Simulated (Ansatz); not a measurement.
# Quasiparticle gap of KMgF3 (Pm-3m), part 2 of 2

How far does one-shot GW move the PBE gap of KMgF3 (Pm-3m)?

Ansatz 0.2.0; PBE, then G0W0 on it, plane waves, PAW. Known limits of the many-body steps: finite bands, screening cutoff and k mesh; no spin-orbit coupling in G0W0.

So far. Step 2 (The PBE band structure): Over mesh and path the gap is 7.334 eV, from k = (0.500, 0.500, 0.500) to k = Γ. The least direct gap found is 7.655 eV, at k = Γ.

In doubt: masses and optical values from hybrid runs of this build are listed as unsure (in some of the runs), which bears on the screening that GW takes from such a start.

## Step 3: G0W0 on the 4×4×4 mesh

G0W0 replaces the xc potential by a self-energy built once from the orbitals of the start. Levels are corrected in the window of bands that the input names, at points of the mesh.

This step: G0W0 on PBE, plane waves, PAW; PAW set soft_1.

Input file input.yaml:

```yaml
crystal:
  lattice:
    - [3.9859, 0.0, 0.0]
    - [0.0, 3.9859, 0.0]
    - [0.0, 0.0, 3.9859]
  atoms:
    - { symbol: K, position: [0.5, 0.5, 0.5] }
    - { symbol: Mg, position: [0.0, 0.0, 0.0] }
    - { symbol: F, position: [0.5, 0.0, 0.0] }
    - { symbol: F, position: [0.0, 0.5, 0.0] }
    - { symbol: F, position: [0.0, 0.0, 0.5] }
kpoints:
  mp_grid: { grid: [4, 4, 4] }
hamiltonian:
  xc: pbe
  pseudopotentials: { kind: paw, azcp: { folder: soft_1 } }
scf:
  occupations: { method: fixed }
gw:
  n_empty_bands: 406
  ecut_chi: 200.0
  qp_bands: [v2, c2]
  qp_kpoints: band_edges
  screening: { model: contour_deformation }
```

Run with:

```console
> ansatz run input.yaml --threads 2 --pin off --max-ram 92160MiB --backend cuda --events-out ev --progress --plain --runs-dir out --devices 1 --max-vram 13GiB
```

Numbers of over 12 decimals in the logs are rounded to 6 here.

The log of the run:

```text
GPUs: using 1 of 1 available (devices: 1).
[...]
GPU FFT provider: cuFFT
GPU libraries: cuBLAS 13.8.2, cuFFT 12.4.0, cuSOLVER 12.3.4
Crystal: 5 atoms, lattice volume = 63.326 Å³
Basis set: ecut = 420 eV, 1237 PW (Γ)
Bands: 25, of which v1, the nominal top of the filled ones, is band 20 counted from 1 (19 counted from 0)
Symmetry: 48 space group operations
[...]
k-points: 10 of 64
[...]
GPU buffer pool allocated for 19683 grid points (all kernels)
[...]
SCF iter   1: F=—  HF=-5897.934082 eV  |F-HF|=—  |Δ(HF+E_count)|=         —  Δρ=1.38e-1  dr2=9.73e0  ethr=3.10e-3  ⟨swp⟩=4.0  Hψ=1100  notcnv=0  defer=14
[...]
SCF iter   8: F=-5894.704414 eV  HF=-5894.704414 eV  |F-HF|=2.02e-8  |Δ(HF+E_count)|=   8.34e-7  Δρ=4.99e-6  dr2=1.54e-8  ethr=2.50e-10  ⟨swp⟩=9.2  Hψ=1117  notcnv=0
SCF 1 converged in 8 iterations: F = -5894.704414 eV  dr2 = 1.54e-8
[...]
NSCF: frozen V_eff on 10 k-points, pencils in batches of 32, up to order 100
the band table was solved once the SCF had ended and its energy, with any forces and stress, was formed, with the checks that follow a solve (1082 applications of the Hamiltonian). They found nothing against the state; the energy, forces and stress were not computed again (output.eigenvalues in the input reference)
[...]
NSCF: frozen V_eff on 10 k-points
G₀W₀ screening: q 1/10
[... further progress lines ...]
SCF converged after 8 iterations
Free energy (F): -5894.704414 eV
[...]
Internal energy: -5894.704414 eV  (E = F + TS)
E sigma→0 (E₀):  -5894.704414 eV
Fermi energy:    2.822569 eV
[...]
--- Band table (eV; the first three rows and the last of 10) ---
  k-point 0: bands = [... 16 lower, 2.1982, 2.5020, 2.5020, 2.5020, 10.1564, 12.9138, 12.9138, 15.0379, ... 1 higher]
  k-point 1: bands = [... 16 lower, 2.0846, 2.0846, 2.3972, 2.3972, 11.1709, 13.4064, 13.4736, 15.2940, ... 1 higher]
  k-point 2: bands = [... 16 lower, 1.9636, 1.9636, 2.2949, 2.2949, 12.9551, 13.2981, 13.9407, 15.6006, ... 1 higher]
  k-point 9: bands = [... 16 lower, 1.7167, 2.8226, 2.8226, 2.8226, 13.2845, 13.2845, 13.2845, 16.7871, ... 1 higher]
--- G₀W₀: contour deformation, 6 samples at zero and on the imaginary axis and 2 off it, 64 q-points, 406 empty bands' worth ---
  eigenvalues of the whole cell's RPA ε∞ on this k-mesh (on a slab, of 1 + 4πα/V) = 2.0069, 2.0069, 2.0069; static W/v taken at q = 0 is 0.498282
  bands read: the sum over 426 bands ends inside a degenerate multiplet in 2 slots, whose members it reads at an even weight; the widest, k=0: bands 426 to 428 (counted from 1) at 1/3 each
  gw.qp_kpoints: band_edges: 10 of 10 stored k-points solved, in 1 pass; an edge of the gap read off the rows below is read off those points alone
    ik  band        ε_KS         Σx   Σc(E_QP)       V_xc       Z   E_QP_lin       E_QP  E_QP is
     0    19      2.5020   -31.8158     5.1666   -24.0067  0.8096    -0.2006    -0.1405  root
     0    20      2.5020   -31.8158     5.1666   -24.0067  0.8096    -0.2006    -0.1405  root
     0    21     10.1564    -7.2035    -3.3025   -11.8817  0.8898    11.5395    11.5322  root
     0    22     12.9138    -5.0359    -3.5461   -10.4619  0.8904    14.8099    14.7937  root
     1    19      2.3972   -31.6275     5.1840   -23.7754  0.8092    -0.3333    -0.2709  root
     1    20      2.3972   -31.6275     5.1840   -23.7754  0.8092    -0.3333    -0.2709  root
     1    21     11.1709    -8.1451    -3.2681   -12.9044  0.8841    12.6711    12.6621  root
     1    22     13.4064    -5.8786    -3.5546   -11.4573  0.8856    15.4503    15.4306  root
     2    19      2.2949   -31.4257     5.2129   -23.5205  0.8085    -0.4621    -0.3974  root
     2    20      2.2949   -31.4257     5.2129   -23.5205  0.8085    -0.4621    -0.3974  root
     2    21     12.9551    -8.0282    -3.3350   -13.0927  0.8781    14.6985    14.6846  root
     2    22     13.2981    -8.6782    -3.5299   -13.9692  0.8776    15.0742    15.0592  root
     3    19      2.2419   -31.3224     5.1871   -23.4350  0.8088    -0.5237    -0.4584  root
     3    20      2.5104   -31.6641     5.2362   -23.7603  0.8082    -0.2202    -0.1573  root
     3    21     11.9704    -8.4447    -3.3184   -13.3543  0.8809    13.5726    13.5616  root
     3    22     13.7925    -6.3649    -3.6133   -12.0919  0.8826    15.9286    15.9063  root
     4    19      2.1705   -31.2167     5.1873   -23.3157  0.8087    -0.6096    -0.5432  root
     4    20      2.5482   -31.5675     5.2676   -23.6236  0.8076    -0.1921    -0.1281  root
     4    21     13.5675    -8.6591    -3.5717   -14.1929  0.8760    15.5488    15.5296  root
     4    22     13.6399    -8.1159    -3.4268   -13.3655  0.8758    15.4791    15.4626  root
     5    19      1.9312   -30.6017     5.1828   -22.6400  0.8079    -0.9206    -0.8476  root
     5    20      2.8020   -32.0023     5.2800   -24.0936  0.8077     0.1132     0.1734  root
     5    21     13.7524    -8.4437    -3.6438   -14.3737  0.8752    16.0653    16.0386  root
     5    22     14.5162    -8.1752    -3.6078   -14.0445  0.8720    16.8058    16.7776  root
     6    19      2.4753   -31.5889     5.2181   -23.7030  0.8085    -0.2552    -0.1924  root
     6    20      2.5014   -31.6068     5.3000   -23.6182  0.8070    -0.2525    -0.1873  root
     6    21     12.4997    -8.1393    -3.4079   -13.2194  0.8807    14.1845    14.1719  root
     6    22     14.2143    -6.4537    -3.7103   -12.3325  0.8816    16.4070    16.3827  root
     7    19      2.4523   -31.5102     5.2415   -23.5895  0.8080    -0.2909    -0.2268  root
     7    20      2.6020   -31.6947     5.2839   -23.7421  0.8074    -0.1301    -0.0667  root
     7    21     13.5388    -7.8354    -3.6081   -13.4384  0.8792    15.5533    15.5338  root
     7    22     13.8362    -7.2598    -3.5708   -12.7311  0.8798    15.7547    15.7368  root
     8    19      2.5091   -31.4531     5.2534   -23.5194  0.8077    -0.2356    -0.1712  root
     8    20      2.8122   -32.0364     5.2838   -24.1255  0.8077     0.1251     0.1852  root
     8    21     13.5191    -7.2762    -3.6412   -13.0665  0.8811    15.6907    15.6682  root
     8    22     13.9547    -6.8182    -3.6806   -12.5919  0.8822    16.0696    16.0478  root
     9    19      2.8226   -32.0704     5.2878   -24.1569  0.8076     0.1369     0.1968  root
     9    20      2.8226   -32.0704     5.2878   -24.1569  0.8076     0.1369     0.1968  root
     9    21     13.2845    -6.2326    -3.6462   -11.9028  0.8864    15.3278    15.3086  root
     9    22     13.2845    -6.2326    -3.6462   -11.9028  0.8864    15.3278    15.3086  root
```

The job ended after 21 s (1 × NVIDIA H100 80GB HBM3 (shared by 6 runs) with 2 threads of AMD EPYC 7R13 (Zen 3), shared host; peak memory 1.4 GiB; 17 s of CPU time).

Numbers from this step:

- bands summed: 426
- RPA ε∞ on this mesh (eigenvalues): 2.007, 2.007, 2.007
- plane waves in the screening matrix: 437
- q-points in the mesh: 64
- G0W0 gap over the corrected points: 11.34 eV
- k of the valence top: -0.5, -0.5, -0.5
- k of the conduction bottom: 0, 0, 0
- starting gap on the mesh: 7.334 eV
- Z at the valence top: 0.8076
- Z at the conduction bottom: 0.8898
- least direct G0W0 gap over the corrected points: 11.67 eV

Over all 10 irreducible mesh points the G0W0 gap is 11.335 eV, from k = (-0.500, -0.500, -0.500) to k = Γ. The PBE gap of this run on the mesh is 7.334 eV. The two states that bound the G0W0 gap lie that far apart at the start, so the correction of the gap is 11.335 − 7.334 = +4.001 eV. The start of this run differs from the step before in mesh (6×6×6 and 4×4×4).

Labels follow the order of the start: v1 is the top filled band, c1 the lowest empty one; levels that stay degenerate share a row, the window can cut a multiplet, doubted levels are not marked in this list, bands outside the window were not corrected, and the list may be a part of the corrected levels. The levels before and after the correction (eV, zero at the valence-band top of each column):

|  | conduction bottom | valence top |
| --- | --- | --- |
| Kohn-Sham | 7.33 | 0.00 |
| G0W0 | 11.34 | 0.00 |

|  | level | occupation | energy (eV) |
| --- | --- | --- | --- |
| Kohn-Sham | Γ v2-v1 | 2 | -0.321 |
| Kohn-Sham | Γ c1 | 0 | 7.334 |
| Kohn-Sham | Γ c2 | 0 | 10.091 |
| Kohn-Sham | (-0.5 -0.5 -0.5) v2-v1 | 2 | 0.000 |
| Kohn-Sham | (-0.5 -0.5 -0.5) c1-c2 | 0 | 10.462 |
| G0W0 | Γ v2-v1 | 2 | -0.337 |
| G0W0 | Γ c1 | 0 | 11.335 |
| G0W0 | Γ c2 | 0 | 14.597 |
| G0W0 | (-0.5 -0.5 -0.5) v2-v1 | 2 | 0.000 |
| G0W0 | (-0.5 -0.5 -0.5) c1-c2 | 0 | 15.112 |

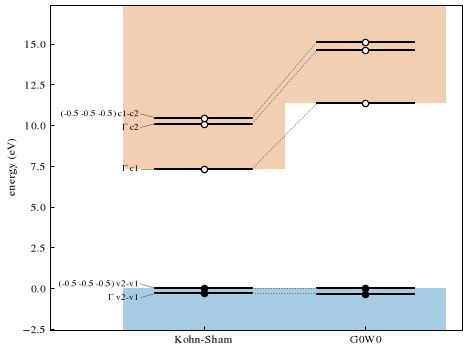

Levels before and after the correction. Shaded: valence and conduction bands. Filled marks are occupied levels, open marks empty ones.

The parts of the quasiparticle energy for the two states that bound the G0W0 gap, in eV on the run's own scale (QP = start + Σx + Σc − Vxc, with Σc at the quasiparticle energy):

| edge | k | band | start | Σx | Σc | Vxc | Z | QP |
| --- | --- | --- | --- | --- | --- | --- | --- | --- |
| valence top | (-0.500, -0.500, -0.500) | 19 | 2.823 | −32.070 | 5.288 | −24.157 | 0.808 | 0.197 |
| conduction bottom | Γ | 21 | 10.156 | −7.204 | −3.303 | −11.882 | 0.890 | 11.532 |

## Step 4: The runs together

Each gap is the least one over the points named; times are wall times on shared hosts, not benchmarks. A G0W0 time includes the run's own self-consistent start. Rows marked * are further runs, not shown as steps, whose inputs differ from the G0W0 step on the same start in the columns given; solver thresholds can differ too. Symmetry makes (0.500, 0.500, 0.500) and (-0.500, -0.500, -0.500) one point.

| level | mesh | files, cutoff | bands summed, screening | points | gap (eV) | valence top | conduction bottom | least direct gap (eV) | time |
| --- | --- | --- | --- | --- | --- | --- | --- | --- | --- |
| PBE | 6×6×6 | soft_1 PAW, 420 eV | - | mesh and path | 7.334 | (0.500, 0.500, 0.500) | Γ | 7.655 | 9.2 s |
| G0W0@PBE* | 4×4×4 | soft_1 PAW, 420 eV | 86, 60 eV | all 10 irreducible mesh points | 11.329 | (-0.500, -0.500, -0.500) | Γ | 11.629 | 7.5 s |
| G0W0@PBE* | 4×4×4 | soft_1 PAW, 420 eV | 209, 120 eV | all 10 irreducible mesh points | 11.170 | (-0.500, -0.500, -0.500) | Γ | 11.505 | 16 s |
| G0W0@PBE | 4×4×4 | soft_1 PAW, 420 eV | 426, 200 eV | all 10 irreducible mesh points | 11.335 | (-0.500, -0.500, -0.500) | Γ | 11.673 | 21 s |
| G0W0@PBE* | 4×4×4 | soft_1 PAW, 420 eV | 209, 120 eV, plasmon pole | all 10 irreducible mesh points | 11.178 | (-0.500, -0.500, -0.500) | Γ | 11.511 | 13 s |

## Step 5: Outcome

| Property | Result |
| --- | --- |
| PBE gap over mesh and path | 7.334 eV, from k = (0.500, 0.500, 0.500) to k = Γ |
| G0W0@PBE gap over all 10 irreducible mesh points | 11.335 eV, from k = (-0.500, -0.500, -0.500) to k = Γ |
| GW settings | 4×4×4 mesh, 406 empty bands, screening to 200 eV, PAW set soft_1 files |
| known limits | finite bands, screening cutoff and k mesh; no spin-orbit coupling in G0W0 |

What this shows: Over all 10 irreducible mesh points the G0W0 gap is 11.335 eV, from k = (-0.500, -0.500, -0.500) to k = Γ. The PBE gap of this run on the mesh is 7.334 eV. The two states that bound the G0W0 gap lie that far apart at the start, so the correction of the gap is 11.335 − 7.334 = +4.001 eV. The valence state moves by 0.197 − 2.823 = −2.626 eV and the conduction state by 11.532 − 10.156 = +1.376 eV, on the run's own scale; with 86 bands the edge states move by −2.510 and +1.485 eV, so the split between the edges depends on the bands and cutoff. Both edges that PBE shows over mesh and path lie at k points where levels were corrected. Levels at other points were not corrected, so a lower G0W0 gap elsewhere in the zone is not ruled out. From 86 bands and 60 eV to 426 bands and 200 eV the gap moves by 11.335 − 11.329 = +0.006 eV (rung by rung 11.329, 11.170, 11.335 eV); bands and screening cutoff rise together, so their parts are not told apart. The gap turns back along the series (11.329, 11.170, 11.335 eV), so no line is drawn and the limit is not known. With the plasmon pole model in place of the contour deformation model and all else as in the G0W0@PBE row with 209 bands, the gap differs by 11.178 − 11.170 = +0.008 eV. G0W0 on other starts in this series, not shown as steps and not all at these settings: 12.122 eV on HSE06 (4×4×4, soft_1 PAW, 209 bands, 120 eV) and 11.175 eV on PBEsol (4×4×4, soft_1 PAW, 209 bands, 120 eV). The G0W0 runs are scalar-relativistic. This is the ideal cubic cell; tilts or off-centring, which many perovskites show locally, are not in it. No pair of G0W0 runs that differ in the mesh alone is shown (4×4×4 is a supercell whose nearest images lie 16 Å apart), so the error from the mesh is not known here. G0W0@PBE runs of this series with other atomic data on the same mesh, not shown as steps, give 11.169 eV (hard PAW, 1050 eV, 209 bands, screening to 120 eV; the table's row with the same empty bands and screening cutoff has 11.170 eV); where bands and cutoffs differ too, the part of the files is not isolated.

[Paths, hosts, dates, memory and timing lines, banners, echoed tables and standing remarks are left out of the program output.]

[Logs are printed without paths, hosts, clocks, repeated set-up lines and the standing remarks that a program may print on its own settings, such as how far it seeks lower states.]

[Runs of the session that timed out or met a known fault of the program may be left out.]

[Cells called generated may have been cut or substituted from an entry of the Crystallography Open Database or the Materials Project.]

[Hosts, paths, dates, database ids (printed as entryN), source tags and the programs' standing remarks are cut or masked in the printed files.]

[Where an RPA ε∞ is given, it is that of the G0W0 mesh and is not shown converged in it. Names of k-points follow the symmetry that the program found, which can be lower than the space group named. Band edges on a path are those of the sampled points; other points can move an edge, and change direct to indirect where valleys lie close.]

[Hybrid gaps are those of their k-mesh and are not shown converged in it.]
